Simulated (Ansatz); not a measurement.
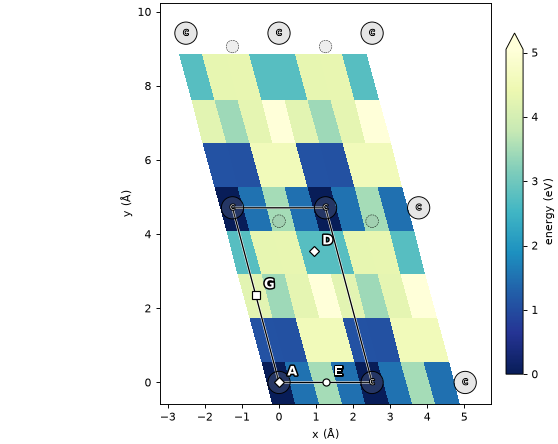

O on a C(101) slab cut from the P6_3/mmc phase, its upper half relaxed before the scan (20 atoms of substrate and one adsorbate in a 2 × 1 cell). O is moved over the surface cell; relaxed at each place: the height of the adsorbate's atoms; substrate rigid; the origin of the map has the adsorbate above C19. Places are given modulo a cell vector. The map is drawn in real space over the plane of the surface. The scan uses a 4 × 4 grid. Places are given in fractions of the 1 × 1 surface cell. Energies are in eV, from the lowest grid point. Energies and slopes of some neighbouring points disagree (a jump in structure or state, or too coarse a mesh). The relaxed height changes by up to 0.8 Å between neighbouring points. The magnetic moment jumps between some neighbouring points. Theory: DFT PBE, scalar-relativistic, plane waves, PAW in Ansatz. Settings: cutoff 420 eV, k-mesh 6×6×1, gaussian smearing 0.05 eV, spin-polarised.

Drawn: one coloured cell a grid point, labelled circles for the atoms of the top layer and small ones for the second layer, the outline of one cell of the 2 × 2 shown, one colour for all values above the top of the scale, lettered points.

> Is D the lowest point of the computed grid?

No. D lies 2.74 eV above the lowest grid point, which is at the top site over a surface C atom, (0/4, 0/4) of the cell vectors.

> Rank the lettered points by energy, lowest first.

A (0.00 eV), D (2.74 eV), E (3.49 eV), G (4.24 eV).

PAW datasets: the set soft_1.
